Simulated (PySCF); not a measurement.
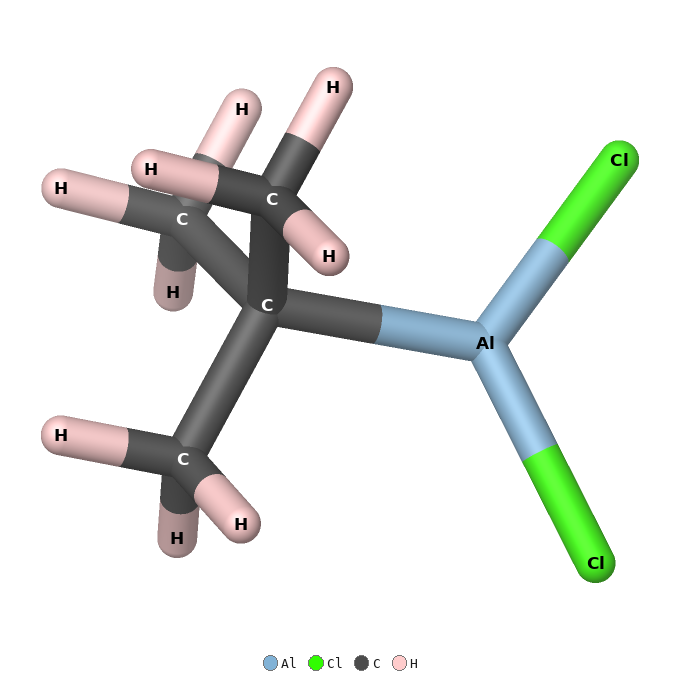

The geometry was computed by an optimisation with PBE0-D3(BJ)/def2-SVP. No frequency run is at hand to confirm it as a minimum. Program: PySCF 2.14.0.

Tabulate HOMO energy (eV), dipole (D), HOMO–LUMO gap (eV) at these levels: B3LYP/pcSseg-1 (pcSseg-2 on Al); PBE/pcSseg-1 (pcSseg-2 on Al); PBE0/pcSseg-1 (pcSseg-2 on Al); ωB97X-D/def2-SVPD.

```csv
level,HOMO energy (eV),dipole (D),HOMO–LUMO gap (eV)
B3LYP/pcSseg-1 (pcSseg-2 on Al),−7.55,2.41,6.37
PBE/pcSseg-1 (pcSseg-2 on Al),−6.55,2.41,4.78
PBE0/pcSseg-1 (pcSseg-2 on Al),−7.74,2.48,6.74
ωB97X-D/def2-SVPD,−9.53,2.37,10.24
```
